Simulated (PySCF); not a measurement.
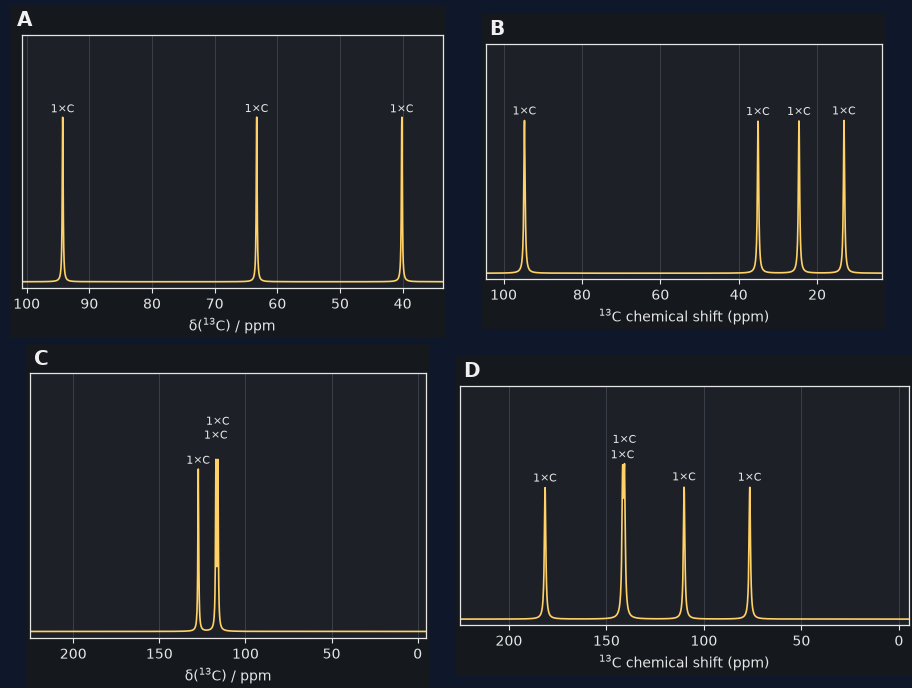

GIAO shifts, PBE0/pcSseg-1 in PySCF 2.14.0, at a GFN2-xTB geometry (no frequency check), against TMS for ¹³C computed at the same level. Gas phase, fully decoupled, line heights follow the number of nuclei, widths are arbitrary (no quadrupolar broadening); values of one conformer, averaged over methyl-type rotors and exact or near symmetry; other conformers aren't averaged in.

Which panel belongs to which molecule?
1. C₅H₅FO₃S, SMILES O=S(=O)(O)[C@H]1C=CC(F)=C1
2. C₃HF₇, SMILES FC(F)C(F)(F)C(F)(F)F
3. C₃H₉BO₃Si, SMILES [SiH3]O[C@@H]1CCOBO1
4. C₄H₉F (CH3CH2CHFCH3), SMILES CC[C@H](C)F

A: 3 (94.2 (1 C), 63.3 (1 C), 40.1 (1 C) ppm)
B: 4 (94.7 (1 C), 35.1 (1 C), 24.6 (1 C), 13.1 (1 C) ppm)
C: 2 (127.4 (1 C), 117.1 (1 C), 116.0 (1 C) ppm)
D: 1 (181.4 (1 C), 141.7 (1 C), 140.7 (1 C), 110.1 (1 C), 76.5 (1 C) ppm)

Caveats, for all or some of the runs: the tight-binding geometry is rougher than a DFT one and adds to the error.
